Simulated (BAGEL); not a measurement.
# CASPT2(10,8)/def2-TZVPPD (density fitting with cc-pvqz-jkfit) run of As2 (SMILES [As]#[As])

Aim: the energy change on altering one bond length of As2 at CASPT2(10,8)/def2-TZVPPD (density fitting with cc-pvqz-jkfit), from 2 runs. 

The calculation is run with BAGEL 1.2.2.

4 further runs of the same task are left out: 4 set aside as unsound or not needed.

**1. The structure to begin with**

As2: 2 atoms, total charge 0, spin state singlet. SMILES: `[As]#[As]`. The shape is that of a PBE0-D4/def2-TZVP optimisation.

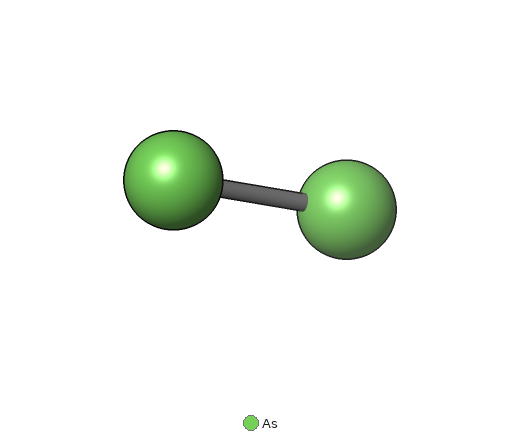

Viewed from a chosen angle; arsenic green.

**2. A single-point energy at CASPT2(10,8)/def2-TZVPPD (density fitting with cc-pvqz-jkfit)**

File calc.json:

```json
{ "bagel" : [

{
  "title" : "molecule",
  "basis" : "def2-tzvppd.json",
  "df_basis" : "cc-pvqz-jkfit",
  "angstrom" : true,
  "geometry" : [
    { "atom" : "As", "xyz" : [       0.000000,       0.000000,       0.002480 ] },
    { "atom" : "As", "xyz" : [       0.000000,       0.000000,       2.091490 ] }
  ]
},

{
  "title" : "hf",
  "charge" : 0
},

{
  "title" : "casscf",
  "nstate" : 1,
  "nact" : 8,
  "nclosed" : 28,
  "charge" : 0,
  "maxiter" : 200,
  "natocc" : true
},

{
  "title" : "print",
  "file" : "orbitals.molden",
  "orbitals" : true
},

{
  "title" : "smith",
  "method" : "caspt2",
  "ms" : true,
  "xms" : true,
  "sssr" : true,
  "shift" : 0.0,
  "ncore" : 18
}

]}
```

The basis set def2-TZVPPD is read from a file made from the Basis Set Exchange's data (not shown).

The run is started by

```bash
BAGEL_NUM_THREADS=1 BAGEL calc.json > calc.out
```

Log:

```text
* using 1 threads per process

  ===============================================================
  ===============================================================

  *** Geometry ***

  { "atom" : "As", "xyz" : [      0.000000,      0.000000,      0.004687 ] },
  { "atom" : "As", "xyz" : [      0.000000,      0.000000,      3.952343 ] },

  Number of auxiliary basis functions:      436

  Since a DF basis is specified, we compute 2- and 3-index integrals:
    o Being stored without compression. Storage requirement is 0.041 GB

  Number of basis functions:      108
  Number of electrons      :       66

    * METHOD: MOLECULE                             0.26

  *** RHF ***

  === Nuclear Repulsion ===
   275.8598486458

      * DIIS with orbital gradients will be used.

[... 6 lines left out ...]
    * SCF iteration converged.
[... 1 line left out ...]
    * Permanent dipole moment:
[... 22 lines left out ...]
    * Second-order optimization converged. *
[... 11 lines left out ...]
     * ci vector, state   0, <S^2> = -0.0000
[... 16 lines left out ...]
    * METHOD: CASSCF                               4.45

    * METHOD: PRINT                                0.03

  === SMITH program ===

    * freezing 18 orbitals

    * Approximate memory requirement for SMITH calulation per MPI process:
      o Storage requirement for T-amplitude, lambda, and residual is 0.02 GB
      o Storage requirement for MO integrals is 0.02 GB
    * Calculating and saving rdm4f

    * Zeroth order energy : state  0       -4.8453718749

    * CASPT2 iteration is performed using redundant basis

      ---- iteration ----

        0    -0.43158210     0.00283355      0.26
        1    -0.43228847     0.00021069      0.26
        2    -0.43229663     0.00001970      0.27
        3    -0.43229668     0.00000205      0.27
        4    -0.43229668     0.00000021      0.27

      -------------------

    * CASPT2 energy : state  0    -4468.9323900198
        reference weight              0.8896664528

    * METHOD: SMITH                                2.54

  ===============================================================
```

Run time: 8.4 s. Hardware: 1 thread of Arm Neoverse V1, shared host; peak memory 0.27 GiB.

**3. The distorted shape at the same level**

File caspt2.json:

```json
{ "bagel": [

{
  "title": "molecule",
  "basis": "def2-tzvppd.json",
  "df_basis": "cc-pvqz-jkfit",
  "angstrom": true,
  "geometry": [
    { "atom": "As", "xyz": [       0.000000,       0.000000,      -0.624210 ] },
    { "atom": "As", "xyz": [       0.000000,       0.000000,       2.091490 ] }
  ]
},

{ "title": "hf" },

{ "title": "casscf", "nstate": 1, "nact": 8, "nclosed": 28, "maxiter": 200, "natocc": true },

{ "title": "print", "file": "orbitals.molden", "orbitals": true },

{ "title": "smith", "method": "caspt2", "ms": true, "xms": true, "sssr": true, "shift": 0.0, "ncore": 18 }

]}
```

The basis set def2-TZVPPD is read from a file made from the Basis Set Exchange's data (not shown).

The run is started by

```bash
BAGEL_NUM_THREADS=1 BAGEL caspt2.json > caspt2.out
```

Log:

```text
* using 1 threads per process

  ===============================================================
  ===============================================================

  *** Geometry ***

  { "atom" : "As", "xyz" : [      0.000000,      0.000000,     -1.179586 ] },
  { "atom" : "As", "xyz" : [      0.000000,      0.000000,      3.952343 ] },

  Number of auxiliary basis functions:      436

  Since a DF basis is specified, we compute 2- and 3-index integrals:
    o Being stored without compression. Storage requirement is 0.041 GB

  Number of basis functions:      108
  Number of electrons      :       66

    * METHOD: MOLECULE                             0.28

  *** RHF ***

  === Nuclear Repulsion ===
   212.2008993702

      * DIIS with orbital gradients will be used.

[... 6 lines left out ...]
    * SCF iteration converged.
[... 1 line left out ...]
    * Permanent dipole moment:
[... 22 lines left out ...]
    * Second-order optimization converged. *
[... 54 lines left out ...]
     * ci vector, state   0, <S^2> = 0.0000
[... 21 lines left out ...]
    * METHOD: CASSCF                               8.36

    * METHOD: PRINT                                0.03

  === SMITH program ===

    * freezing 18 orbitals

    * Approximate memory requirement for SMITH calulation per MPI process:
      o Storage requirement for T-amplitude, lambda, and residual is 0.02 GB
      o Storage requirement for MO integrals is 0.02 GB
    * Calculating and saving rdm4f

    * Zeroth order energy : state  0       -4.2268579976

    * CASPT2 iteration is performed using redundant basis

      ---- iteration ----

        0    -0.42765161     0.00169675      0.30
        1    -0.42799013     0.00008714      0.30
        2    -0.42799233     0.00000655      0.30
        3    -0.42799234     0.00000059      0.31

      -------------------

    * CASPT2 energy : state  0    -4468.8702217831
        reference weight              0.8775718574

    * METHOD: SMITH                                2.69

  ===============================================================
```

Wall time 13 s (1 thread of Arm Neoverse V1, shared host); peak memory 0.26 GiB.

**4. What came out**

At CASPT2(10,8)/def2-TZVPPD (density fitting with cc-pvqz-jkfit), 18 core orbitals frozen:

| quantity | value |
| --- | --- |
| first shape: total energy | -4468.93239 Eh |
| distorted shape: total energy | -4468.87022 Eh |
| energy change with the As1–As2 bond stretched from 2.089 to 2.716 Å | 1.692 eV |

What this shows: With the As1–As2 bond stretched from 2.089 to 2.716 Å the energy rises by 1.69 eV (39 kcal/mol). The first shape isn't relaxed at this level, so the change isn't measured from a minimum.
